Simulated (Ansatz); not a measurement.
# ClFH3Si2 radical: shape, modes and thermochemistry

The task is to find a stationary geometry of ClFH3Si2 radical, then compute its harmonic vibrations to see whether it is a minimum and to get the zero-point energy and entropy.

The runs use Ansatz 0.2.0, Gaussian basis; UKS PBE0-D4/def2-TZVP.

Plan: relaxation at PBE-D4/def2-SVP; relaxation at PBE0-D4/def2-TZVP; harmonic vibrations at the same level.

1 further run of the same task is left out (set aside as unsound or not needed).

### Step 1. The system as given

7 atoms, charge 0, spin multiplicity 2.

Atoms are counted from 1 here; the program's logs count them from 0.

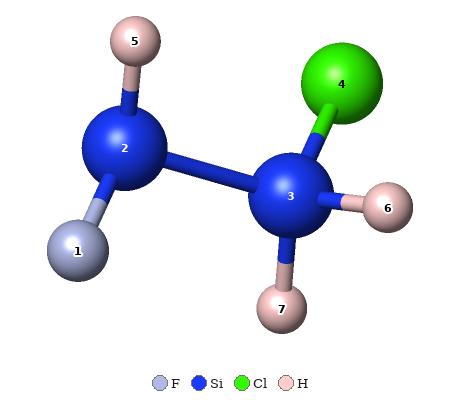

As it starts; fluorine light blue, silicon blue, chlorine green, hydrogen pink; atoms are numbered from 1 in the order of the file.

The start is a force-field geometry with small random shifts, so a cheaper pass at PBE-D4/def2-SVP comes first.

### Step 2. Geometry optimisation, PBE-D4/def2-SVP (cheap first pass)

in.yaml

```yaml
crystal:
  periodic: [false, false, false]
  atoms:
    - {symbol: F, position_ang: [-0.580800, -2.025100, 1.386100]}
    - {symbol: Si, position_ang: [-0.913800, -1.101500, 0.061600]}
    - {symbol: Si, position_ang: [0.650100, 0.532300, -0.229600]}
    - {symbol: Cl, position_ang: [0.470000, 1.531800, -1.994300]}
    - {symbol: H, position_ang: [-2.277900, -0.531000, 0.147900]}
    - {symbol: H, position_ang: [0.635200, 1.573500, 0.859200]}
    - {symbol: H, position_ang: [2.078500, -0.048100, -0.276600]}
basis:
  gaussian: {orbitals: def2-SVP}
magnetization: {spin_polarized: true, initial_magnetization: 1}
hamiltonian: {xc: pbe, dispersion: d4}
relax: {f_tol: 0.03, max_steps: 200}
```

Output, shortened:

```text
Functional definition: PBE
  name "PBE"
  cite "Perdew, Burke & Ernzerhof, Phys. Rev. Lett. 77, 3865 (1996) doi:10.1103/PhysRevLett.77.3865"
  parent pbe
[...]
909 factors; their error is unknown
[...]
mean field -31017.56028203 eV, -1139.8743159072 hartree, gradient 2.9e-5 eV, S^2 0.752150; 0 other end points of the search recorded, 0 dependent functions left out
[...]
reference -31017.56031482 eV, -1139.8743171120 hartree; 29, 28 occupied and 54, 55 virtual orbitals, 909 factors
relax step   1: F+E_penalty+E_count = -31017.73850362 eV  Δ(F+E_penalty+E_count) = +0.000e0 eV  max|allowed force component| = 1.747e0 eV/Å  Δτ_max = 0.0000 Å  (27 SCF iters, accepted)
[...]
relax step   3: F+E_penalty+E_count = -31017.87557413 eV  Δ(F+E_penalty+E_count) = -3.393e-2 eV  max|allowed force component| = 3.195e-1 eV/Å  Δτ_max = 0.1491 Å  (30 SCF iters, accepted)
[...]
relax step   5: F+E_penalty+E_count = -31017.88538136 eV  Δ(F+E_penalty+E_count) = -7.733e-3 eV  max|allowed force component| = 1.258e-1 eV/Å  Δτ_max = 0.0552 Å  (30 SCF iters, accepted)
[...]
relax step   7: F+E_penalty+E_count = -31017.88972418 eV  Δ(F+E_penalty+E_count) = -3.834e-4 eV  max|allowed force component| = 2.387e-2 eV/Å  Δτ_max = 0.0102 Å  (31 SCF iters, accepted)
[...]
relax step   9: F+E_penalty+E_count = -31017.89029086 eV  Δ(F+E_penalty+E_count) = -1.517e-4 eV  max|allowed force component| = 3.759e-2 eV/Å  Δτ_max = 0.0163 Å  (31 SCF iters, accepted)
[...]
relax step  10: F+E_penalty+E_count = -31017.89039176 eV  Δ(F+E_penalty+E_count) = -1.009e-4 eV  max|allowed force component| = 1.800e-2 eV/Å  Δτ_max = 0.0169 Å  (31 SCF iters, accepted)
909 factors; their error is unknown
[...]
mean field -31017.71117147 eV, -1139.8798609917 hartree, gradient 7.6e-6 eV, S^2 0.752034; 1 other end points of the search recorded, 0 dependent functions left out
[...]
reference -31017.71120407 eV, -1139.8798621897 hartree; 29, 28 occupied and 54, 55 virtual orbitals, 909 factors
Total energy: -31017.89042436 eV, -1139.8864484141 hartree
Atom 0 at    -0.730031    -1.924451     1.485317 Å, force    -0.000502     0.007364    -0.013529 eV/Å
Atom 1 at    -0.859756    -1.149840     0.032069 Å, force    -0.017998    -0.003827     0.015355 eV/Å
Atom 2 at     0.769523     0.541814    -0.173140 Å, force     0.004091     0.006683    -0.007336 eV/Å
Atom 3 at     0.203347     1.498336    -1.946049 Å, force    -0.000583    -0.001012     0.003602 eV/Å
Atom 4 at    -2.254397    -0.565965    -0.056101 Å, force     0.016325    -0.005847    -0.000325 eV/Å
Atom 5 at     0.779214     1.552041     0.944315 Å, force    -0.000672    -0.002869    -0.000338 eV/Å
Atom 6 at     2.153399    -0.020036    -0.332111 Å, force    -0.000661    -0.000493     0.002572 eV/Å
Dipole moment:     0.062141     0.010735     0.011520 e Å
```

Run time: 33 s. Hardware: 4 threads, shared host.

Relaxation path:

```
step  energy from step 1 (eV)  largest force component (eV/Å)
   1                   0.0000                          1.7470
   2                  -0.1031                          0.3354
   3                  -0.1371                          0.3195
   4                  -0.1391                          0.2553
   5                  -0.1469                          0.1258
   6                  -0.1508                          0.0594
   7                  -0.1512                          0.0239
   8                  -0.1516                          0.0328
   9                  -0.1518                          0.0376
  10                  -0.1519                          0.0180
```

The force was under the threshold of 0.03 eV/Å already at step 7, but the program went on to step 10.

Close pairs (by a distance rule), those that changed most:

```
   bond  before (Å)  after (Å)  change (Å)
Si2–Si3       2.280      2.358      +0.077
Si3–Cl4       2.036      2.093      +0.056
 Si3–H7       1.543      1.502      -0.041
 Si2–H5       1.481      1.514      +0.033
 F1–Si2       1.649      1.652      +0.003
 Si3–H6       1.507      1.506      -0.000
```

### Step 3. Geometry optimisation, PBE0-D4/def2-TZVP

in.yaml

```yaml
crystal:
  periodic: [false, false, false]
  atoms:
    - {symbol: F, position_ang: [-0.730031, -1.924451, 1.485317]}
    - {symbol: Si, position_ang: [-0.859756, -1.149840, 0.032069]}
    - {symbol: Si, position_ang: [0.769523, 0.541814, -0.173140]}
    - {symbol: Cl, position_ang: [0.203347, 1.498336, -1.946049]}
    - {symbol: H, position_ang: [-2.254397, -0.565965, -0.056101]}
    - {symbol: H, position_ang: [0.779214, 1.552041, 0.944315]}
    - {symbol: H, position_ang: [2.153399, -0.020036, -0.332111]}
basis:
  gaussian: {orbitals: def2-TZVP}
magnetization: {spin_polarized: true, initial_magnetization: 1}
hamiltonian: {xc: pbe0, dispersion: d4}
relax: {f_tol: 0.005, max_steps: 150}
```

Output, shortened:

```text
Functional definition: PBE0
  name "PBE0"
  cite "Adamo & Barone, J. Chem. Phys. 110, 6158 (1999) doi:10.1063/1.478522"
  cite "Perdew, Burke & Ernzerhof, Phys. Rev. Lett. 77, 3865 (1996) doi:10.1103/PhysRevLett.77.3865"
  parent pbe
[...]
1092 factors; their error is unknown
[...]
mean field -31033.83713105 eV, -1140.4724790759 hartree, gradient 5.5e-5 eV, S^2 0.753958; 0 other end points of the search recorded, 0 dependent functions left out
[...]
reference -31033.83716308 eV, -1140.4724802528 hartree; 29, 28 occupied and 131, 132 virtual orbitals, 1092 factors
relax step   1: F+E_penalty+E_count = -31033.99006597 eV  Δ(F+E_penalty+E_count) = +0.000e0 eV  max|allowed force component| = 1.053e0 eV/Å  Δτ_max = 0.0000 Å  (30 SCF iters, accepted)
[...]
reference -31033.88621248 eV, -1140.4742827850 hartree; 29, 28 occupied and 131, 132 virtual orbitals, 1092 factors
Total energy: -31034.03953705 eV, -1140.4799173591 hartree
Atom 0 at    -0.711096    -1.904287     1.447622 Å, force     0.000095     0.000390    -0.000687 eV/Å
Atom 1 at    -0.864888    -1.133782     0.042925 Å, force    -0.000885     0.000847     0.000372 eV/Å
Atom 2 at     0.757064     0.544345    -0.177150 Å, force     0.001399    -0.000534     0.000064 eV/Å
Atom 3 at     0.253057     1.504874    -1.930330 Å, force    -0.000475    -0.000353     0.000116 eV/Å
Atom 4 at    -2.255672    -0.597535    -0.021664 Å, force     0.001325    -0.000291    -0.000018 eV/Å
Atom 5 at     0.767068     1.548846     0.918060 Å, force    -0.000555    -0.000163     0.000062 eV/Å
Atom 6 at     2.115766    -0.030561    -0.325162 Å, force    -0.000903     0.000103     0.000091 eV/Å
Dipole moment:     0.044362     0.009736     0.017308 e Å
```

It took 85 s on 4 threads, shared host; peak memory 0.5 GiB.

Relaxation path:

```
step  energy from step 1 (eV)  largest force component (eV/Å)
   1                   0.0000                          1.0530
   2                  -0.0367                          0.6923
   3                  -0.0478                          0.1117
   4                  -0.0489                          0.0413
   5                  -0.0490                          0.0516
   6                  -0.0494                          0.0055
   7                  -0.0494                          0.0036
   8                  -0.0494                          0.0131
   9                  -0.0494                          0.0089
  10                  -0.0494                          0.0014
```

The force was under the threshold of 0.005 eV/Å already at step 7, but the program went on to step 10.

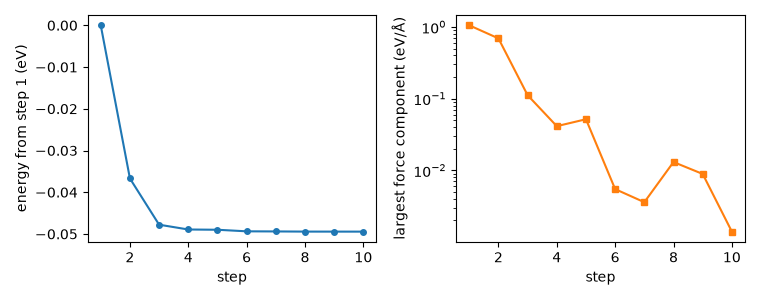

Energy and force, step by step.

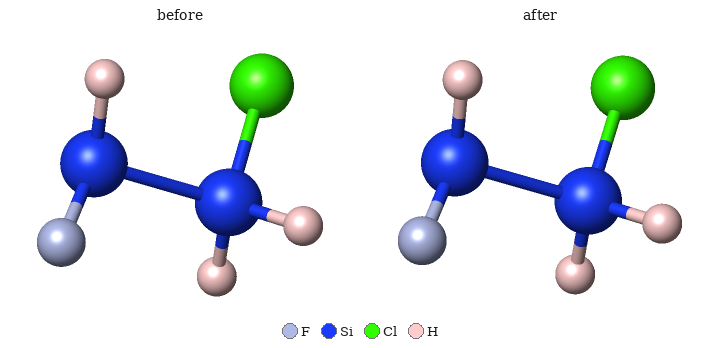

Before and after, at one scale.

Distances of close pairs at the start and the end, largest changes first:

```
   bond  before (Å)  after (Å)  change (Å)
 F1–Si2       1.652      1.610      -0.042
Si3–Cl4       2.093      2.062      -0.031
 Si2–H5       1.514      1.492      -0.023
 Si3–H6       1.506      1.486      -0.020
 Si3–H7       1.502      1.483      -0.019
Si2–Si3       2.358      2.344      -0.013
```

Mulliken charges at the end point, from the run's report:

```
atom  value (e)
  F1      -0.30
 Si2       0.32
 Si3       0.22
 Cl4      -0.24
  H5       0.00
  H6       0.00
  H7       0.00
```

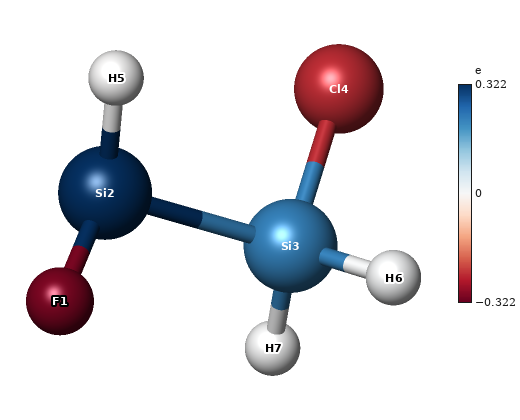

Mulliken charges at the end point, from the run's report, as colours on the atoms.

### Step 4. Vibrations by finite differences

in.yaml

```yaml
crystal:
  periodic: [false, false, false]
  atoms:
    - {symbol: F, position_ang: [-0.711096, -1.904287, 1.447622]}
    - {symbol: Si, position_ang: [-0.864888, -1.133782, 0.042925]}
    - {symbol: Si, position_ang: [0.757064, 0.544345, -0.177150]}
    - {symbol: Cl, position_ang: [0.253057, 1.504874, -1.930330]}
    - {symbol: H, position_ang: [-2.255672, -0.597535, -0.021664]}
    - {symbol: H, position_ang: [0.767068, 1.548846, 0.918060]}
    - {symbol: H, position_ang: [2.115766, -0.030561, -0.325162]}
basis:
  gaussian: {orbitals: def2-TZVP}
magnetization: {spin_polarized: true, initial_magnetization: 1}
hamiltonian: {xc: pbe0, dispersion: d4}
phonons: {temperatures: {t_min: 298.15, t_max: 900, t_step: 200}}
```

Output, shortened:

```text
Functional definition: PBE0
  name "PBE0"
  cite "Adamo & Barone, J. Chem. Phys. 110, 6158 (1999) doi:10.1063/1.478522"
  cite "Perdew, Burke & Ernzerhof, Phys. Rev. Lett. 77, 3865 (1996) doi:10.1103/PhysRevLett.77.3865"
  parent pbe
[...]
1092 factors; their error is unknown
[...]
mean field -31033.88618059 eV, -1140.4742816131 hartree, gradient 4.5e-5 eV, S^2 0.753984; 0 other end points of the search recorded, 0 dependent functions left out
[...]
reference -31033.88621263 eV, -1140.4742827905 hartree; 29, 28 occupied and 131, 132 virtual orbitals, 1092 factors
[...]
1092 factors; their error is unknown
mean field -31033.88616592 eV, -1140.4742810739 hartree, gradient 1.8e-6 eV, S^2 0.753983; 0 other end points of the search recorded, 0 dependent functions left out
[...]
reference -31033.88619796 eV, -1140.4742822513 hartree; 29, 28 occupied and 131, 132 virtual orbitals, 1092 factors
[...]
Total energy: -31034.03953720 eV, -1140.4799173646 hartree
Atom 0 at    -0.711096    -1.904287     1.447622 Å, force     0.000084     0.000382    -0.000673 eV/Å
Atom 1 at    -0.864888    -1.133782     0.042925 Å, force    -0.000860     0.000860     0.000361 eV/Å
Atom 2 at     0.757064     0.544345    -0.177150 Å, force     0.001390    -0.000545     0.000053 eV/Å
Atom 3 at     0.253057     1.504874    -1.930330 Å, force    -0.000473    -0.000350     0.000118 eV/Å
Atom 4 at    -2.255672    -0.597535    -0.021664 Å, force     0.001317    -0.000291    -0.000013 eV/Å
Atom 5 at     0.767068     1.548846     0.918060 Å, force    -0.000554    -0.000160     0.000066 eV/Å
Atom 6 at     2.115766    -0.030561    -0.325162 Å, force    -0.000903     0.000104     0.000089 eV/Å
Dipole moment:     0.044362     0.009735     0.017307 e Å
Vibrations: 49.24 87.78 191.63 388.30 437.03 544.71 590.52 670.03 755.31 801.65 871.06 941.54 2186.14 2216.86 2243.25 cm⁻¹, zero-point energy 0.804351 eV
```

Wall time 4.7 min (4 threads, shared host); peak memory 0.49 GiB.

Motions are named by where the mode's potential energy lies. The modes, unscaled (a negative number is an imaginary wavenumber):

```
mode  cm⁻¹             motion
   1    49            torsion
   2    88               bend
   3   192               bend
   4   388  bend with torsion
   5   437      Si–Si stretch
   6   545      Si–Cl stretch
   7   591  torsion with bend
   8   670               bend
   9   755               bend
  10   802               bend
  11   871       Si–F stretch
  12   942               bend
  13  2186       Si–H stretch
  14  2217       Si–H stretch
  15  2243       Si–H stretch
```

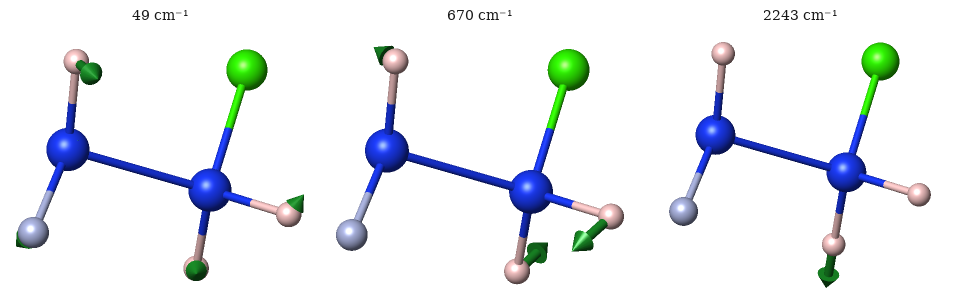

How the atoms move in 3 of the modes.

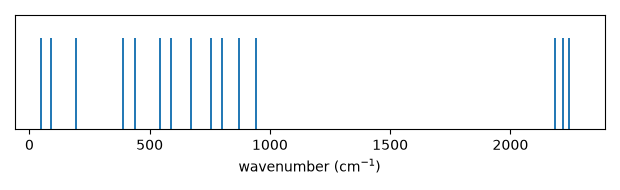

The harmonic wavenumbers as sticks (no intensities were computed).

Ideal gas, rigid rotor and harmonic oscillator at 298.15 K and 1 bar, with symmetry number 1:

```
                          term            value
             zero-point energy    18.5 kcal/mol
                    H(298) − E    23.1 kcal/mol
entropy, electronic degeneracy    5.8 J/(mol K)
          entropy, translation  167.9 J/(mol K)
             entropy, rotation  114.3 J/(mol K)
            entropy, vibration   61.5 J/(mol K)
                entropy, total  349.5 J/(mol K)
```

### Step 5. Outcome

| quantity | value |
| --- | --- |
| point group | C1 |
| steps | 10 + 10 |
| shift from the start (rms) | 0.153 Å |
| total energy | -31034.0395 eV |
| dispersion term | -153 meV |
| dipole moment | 0.23 D |
| lowest, highest wavenumber | 49, 2243 cm⁻¹ |
| zero-point energy | 18.5 kcal/mol |
| entropy at 298.15 K | 349.5 J/(mol K) |

The relaxed geometry lies 0.15 Å (rms) from the start; the bond that changed most is Si2–Si3, from 2.280 to 2.344 Å. All wavenumbers are real, so the end point is a minimum. The stiffest mode, 2243 cm⁻¹, is an Si–H stretch, and 3 modes under 200 cm⁻¹ make the vibrational entropy uncertain. Harmonic hybrid wavenumbers usually lie a few per cent above measured fundamentals. The largest Mulliken charge, +0.32 e, sits on Si2.
